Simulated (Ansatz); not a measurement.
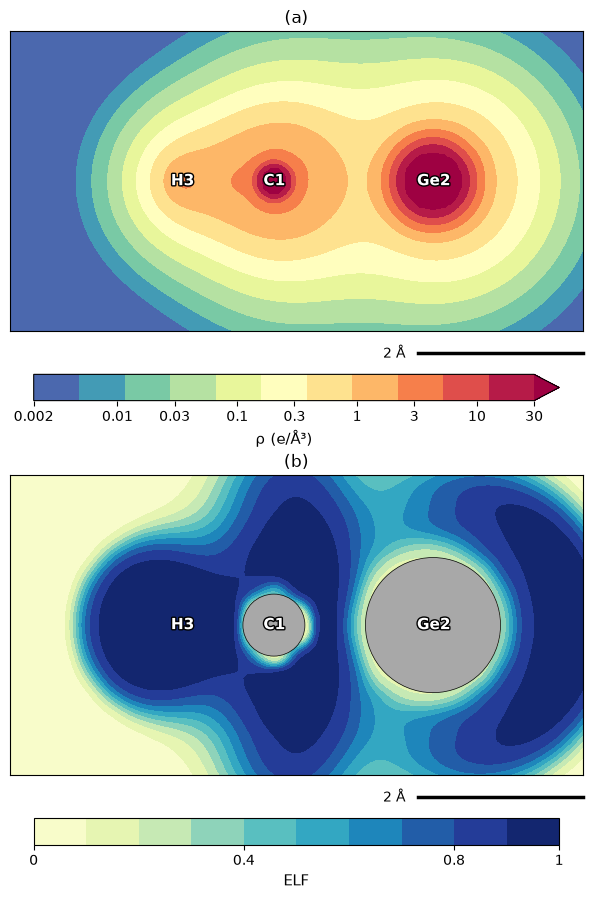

The picture shows: CHGe (SMILES [CH]#[Ge+]) (charge +1). (a) electron density; (b) ELF on a plane that holds the molecular axis. Grey discs cover the atomic cores in the ELF map.

Geometry: PBE-D3(BJ)/def2-SVP.

These are results of isolated molecule in a Gaussian basis; Kohn-Sham density functional theory, functional PBE0 (Ansatz), not measurements.

What does the map show?

- The plane passes through C, Ge and H nuclei.
- C–Ge (1.93 Å): the density is about 0.84 e/Å³ at the midpoint; the ELF peaks at about 0.90 in the valence shell of C, 0.6 Å from its nucleus, and is about 0.50 at the midpoint.
- C–H (1.11 Å): ρ at the midpoint is about 2.1 e/Å³; the ELF climbs to about 1 towards the hydrogen, as it does in any bond to H (an ordinary covalent bond to hydrogen).
